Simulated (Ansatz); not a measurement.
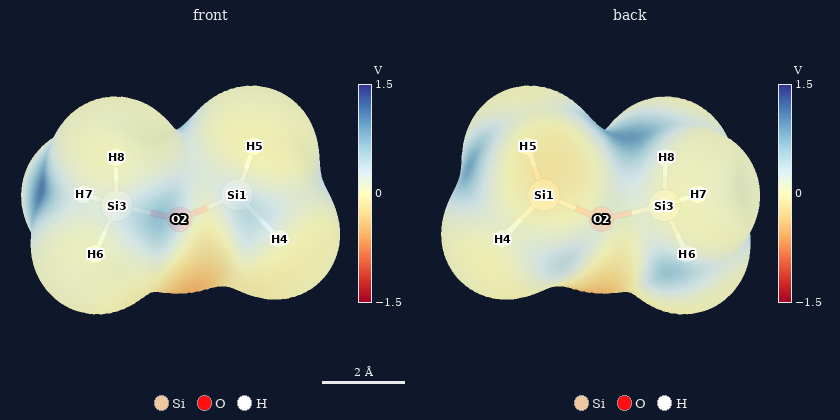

H5OSi2 (doublet). The molecular electrostatic potential painted on the density surface at 0.001 e/bohr³, seen from the front and from behind; red is negative and blue positive.

Geometry: PBE0-D4/def2-TZVP.

Computed with Ansatz 0.2.0, UKS PBE0-D4/def2-TZVPP.

```yaml
atoms:
  - { symbol: Si, position_ang: [-1.2810, 0.9333, -0.8660] }
  - { symbol: O, position_ang: [-0.3528, -0.2790, -0.2763] }
  - { symbol: Si, position_ang: [0.7649, -0.7230, 0.8360] }
  - { symbol: H, position_ang: [-1.9033, 0.4579, -2.1331] }
  - { symbol: H, position_ang: [-0.4397, 2.1416, -1.1198] }
  - { symbol: H, position_ang: [1.2923, -2.0541, 0.4525] }
  - { symbol: H, position_ang: [0.1382, -0.8003, 2.1805] }
  - { symbol: H, position_ang: [1.8735, 0.2665, 0.8703] }
```

Question: Describe the electrostatic potential map.

Answer: The most negative region (about −0.5 V) lies over O2, the most positive (about +1.0 V) over Si3.
